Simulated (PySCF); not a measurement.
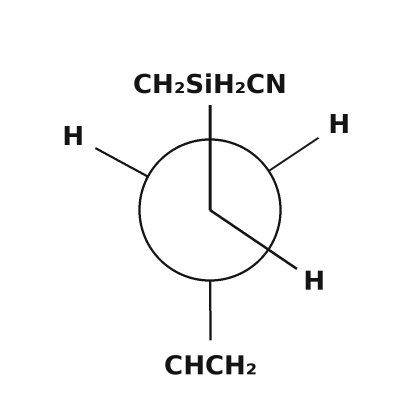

A Newman projection along the N–C bond, nitrogen in front; angles are drawn as computed, but eclipsed bonds slightly apart. The geometry was computed by an optimisation with GFN2-xTB. No frequency run is at hand to confirm it as a minimum.

Which molecule is it?

Answer. C5H10N2Si, C=CCNC[SiH2]C#N

What is the torsion angle from the front CH2SiH2CN to the back CHCH2? The sign is positive where the front bond must turn clockwise to cover the back bond.

Answer. 180°, antiperiplanar (anti).
